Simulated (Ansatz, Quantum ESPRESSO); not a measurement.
# Predicting the next point of a tunnelling series: vacuum gaps between two Ir(111) faces

How the rows were computed: Quantum ESPRESSO 7.5 (pw.x, pwcond.x), LDA, GBRV ultrasoft; geometry as built. T is the transmission per spin at the Fermi level, averaged over the mesh across the current, in a cell of 6.49 Å². The series steps the width of the vacuum gap.

```
width (Å)       T
      3.5   0.776
      4.5   0.196
      5.5  0.0224
```

**Question.** What is T at 6.5 Å?

**Worked estimate.** In the tunnelling regime ln T falls linearly. The last two rows give a slope of ln(0.196/0.0224)/(5.5 − 4.5) = 2.169 per Å, so T(6.5) ≈ 0.0224 × exp(−2.169 × 1) = 0.00256.

**The withheld run.** T = 0.00182; the estimate is 1.41 times that. The slope over the last interval is 2.511: steeper than before. Points of the mesh with over 2.5 times the mean carry 52 % of this T, so the value leans on the mesh. A second code, Ansatz 0.2.0, gives 0.00256.

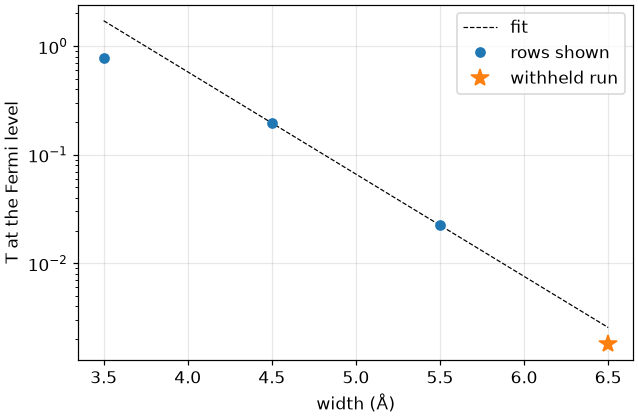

The rows shown, the fit and the withheld run.

Caveats: Short leads, unrelaxed atoms, a barrier without the image potential and an untested mesh.

[Logs are printed without paths, hosts, clocks, repeated set-up lines and the standing remarks that a program may print on its own settings, such as how far it seeks lower states.]
